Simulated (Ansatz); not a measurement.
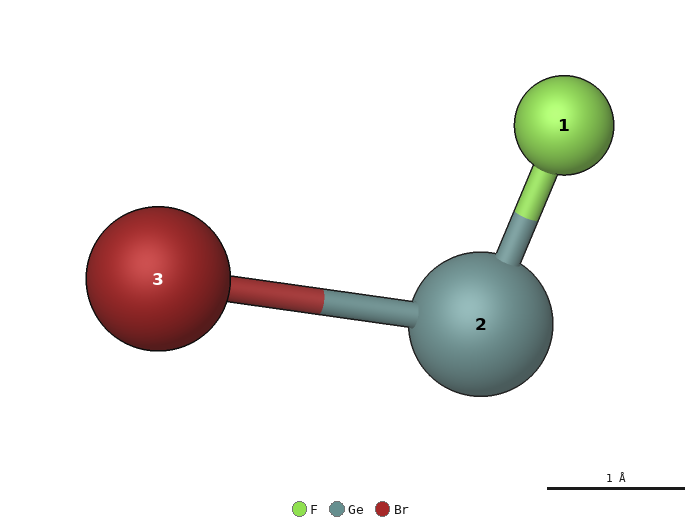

Simulated data, not a measurement (program: Ansatz).

The atoms are numbered. Geometry: moved along internal coordinates away from the minimum.

Give these bond angles: F1–Ge2–Br3.

```
     angle  degrees
F1–Ge2–Br3     98.7
```
